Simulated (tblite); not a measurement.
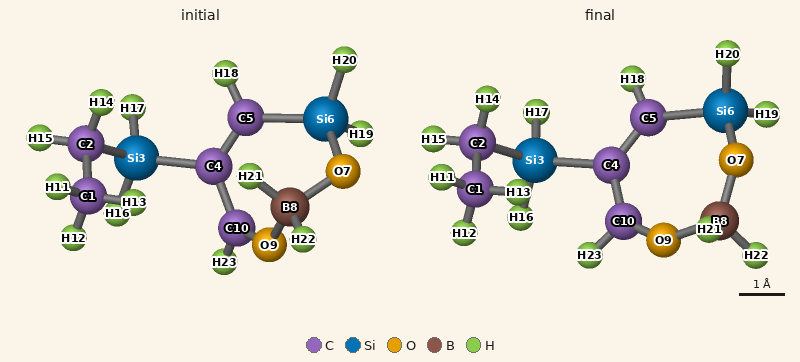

The structure of C5H13BO2Si2 before (left) and after (right) a relaxation, at one scale.

A ball-and-stick model, seen from a free direction.

Level of theory: tblite 0.8.0, GFN2-xTB geometry optimisation, gas phase. 

### What changed between the two?

The largest moves after the best rigid fit, 1.89 Å, are those of H21 and H22. By element the largest moves are H 1.89 Å, B 0.74 Å, C 0.69 Å, O 0.41 Å, Si 0.25 Å. Some distances before and after: Si6–O7 1.737 → 1.577 Å, Si3–C4 1.840 → 1.904 Å, C5–Si6 1.851 → 1.899 Å, C4–C10 1.486 → 1.439 Å. Bond angles that change, for instance: Si6–O7–B8 110.8° → 137.7°, B8–O9–C10 126.9° → 141.8°, C4–C10–O9 123.9° → 134.6°. Groups turn about O7–B8 by about 90°, B8–O9 by about 80°, C5–Si6 by about 30°. Over 208 geometry steps the energy falls by 99.3 kJ/mol. The run took 9.5 s on 1 thread of Intel(R) Xeon(R) Processor @ 2.50GHz, on a shared host.
